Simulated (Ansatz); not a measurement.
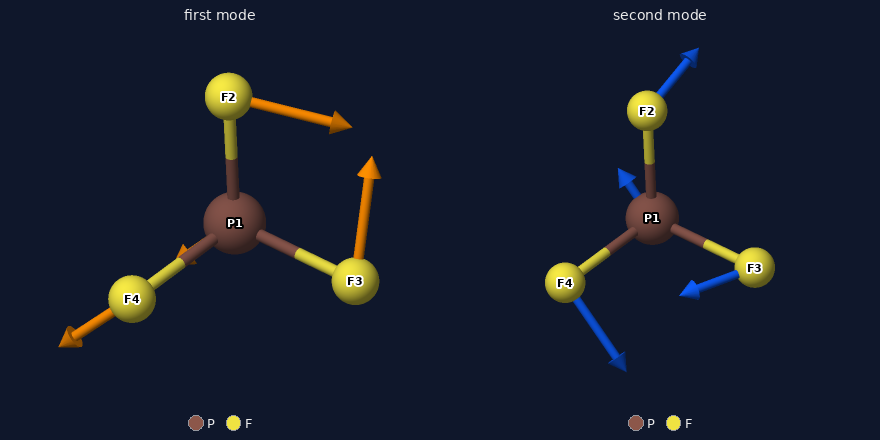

The system is F₃P, charge −1, spin multiplicity 2; the picture shows the reference structure; its two panels give the patterns of the first and the second mode as arrows. 
- Coordinates scanned: (1) normal mode 1 (361 cm⁻¹, of the parent); (2) normal mode 2 (361 cm⁻¹, of the parent).
- Nothing is relaxed (straight displacements along the two mass-weighted modes).
- The grid has 15 × 15 points; 120 points were computed and 105 follow by symmetry.
- Points are written as (first, second).
- Energies: eV, counted from the lowest grid point.
- Near the degeneracy a single determinant is a rough description.
- These are results of UHF/def2-SVPD (Ansatz 0.2.0), not measurements.

Its coordinates:

```xyz
4

P    -0.0047    0.0045    0.5956
F     1.3650   -0.0296   -0.1876
F    -0.6558    1.1933   -0.2128
F    -0.7045   -1.1682   -0.1952
```

The input of one point:

```yaml
crystal:
  periodic: [false, false, false]
  atoms:
    - { symbol: P, position_ang: [0.055932, -0.13634, 0.597122] }
    - { symbol: F, position_ang: [1.465827, 0.32664, -0.149327] }
    - { symbol: F, position_ang: [-0.513096, 1.013296, -0.306898] }
    - { symbol: F, position_ang: [-1.046877, -1.114802, -0.141872] }
magnetization:
  spin_polarized: true
  initial_magnetization: 1
total_charge: -1
basis:
  gaussian: { orbitals: def2-SVPD }
hamiltonian:
  xc: hf
output:
  forces: true
```

Range: normal mode 1 (361 cm⁻¹, of the parent) from −2.132 to 2.132 amu½·Å; normal mode 2 (361 cm⁻¹, of the parent) from −2.132 to 2.132 amu½·Å.

**What landscape does the calculation give?**

The lowest grid point is at (1.523 amu½·Å, −2.132 amu½·Å). It lies at the edge of the scanned range, so the true minimum may lie outside. The energy also falls towards the edge at (−2.132 amu½·Å, 0.000 amu½·Å) (0.08 eV above the lowest), where a further well may lie outside the range. The highest grid point, (−2.132 amu½·Å, −2.132 amu½·Å), lies 1.89 eV above the lowest.

```csv
"second ↓, first →",−2.132,−1.828,−1.523,−1.218,−0.914,−0.609,−0.305,0.000,0.305,0.609,0.914,1.218,1.523,1.828,2.132
2.132,1.89,1.70,1.50,1.30,1.09,0.88,0.68,0.49,0.32,0.17,0.07,0.01,0.00,0.06,0.20
1.828,1.35,1.24,1.12,0.99,0.85,0.71,0.56,0.42,0.29,0.19,0.11,0.07,0.09,0.17,0.34
1.523,0.93,0.87,0.82,0.75,0.67,0.59,0.50,0.40,0.31,0.23,0.17,0.16,0.19,0.30,0.48
1.218,0.60,0.60,0.59,0.58,0.55,0.52,0.47,0.42,0.35,0.29,0.25,0.25,0.30,0.42,0.62
0.914,0.37,0.40,0.43,0.46,0.48,0.49,0.49,0.46,0.42,0.37,0.34,0.34,0.40,0.53,0.75
0.609,0.21,0.26,0.32,0.38,0.44,0.50,0.53,0.54,0.51,0.45,0.42,0.43,0.49,0.62,0.85
0.305,0.11,0.18,0.26,0.34,0.43,0.52,0.60,0.64,0.60,0.52,0.48,0.48,0.55,0.68,0.91
0.000,0.08,0.16,0.24,0.33,0.43,0.53,0.65,0.77,0.64,0.55,0.50,0.50,0.57,0.70,0.93
−0.305,0.11,0.18,0.26,0.34,0.43,0.52,0.60,0.64,0.60,0.52,0.48,0.48,0.55,0.68,0.91
−0.609,0.21,0.26,0.32,0.38,0.44,0.50,0.53,0.54,0.51,0.45,0.42,0.43,0.49,0.62,0.85
−0.914,0.37,0.40,0.43,0.46,0.48,0.49,0.49,0.46,0.42,0.37,0.34,0.34,0.40,0.53,0.75
−1.218,0.60,0.60,0.59,0.58,0.55,0.52,0.47,0.42,0.35,0.29,0.25,0.25,0.30,0.42,0.62
−1.523,0.93,0.87,0.82,0.75,0.67,0.59,0.50,0.40,0.31,0.23,0.17,0.16,0.19,0.30,0.48
−1.828,1.35,1.24,1.12,0.99,0.85,0.71,0.56,0.42,0.29,0.19,0.11,0.07,0.09,0.17,0.34
−2.132,1.89,1.70,1.50,1.30,1.09,0.88,0.68,0.49,0.32,0.17,0.07,0.01,0.00,0.06,0.20
```

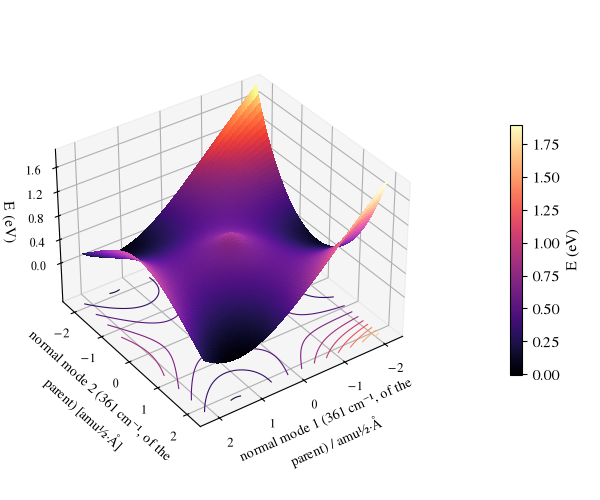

In the figure: a relief with its contours projected below. Between grid points the surface is interpolated.

The whole map (120 points run) took 13 min on 1 thread of Arm Neoverse N1, with other jobs on the host.
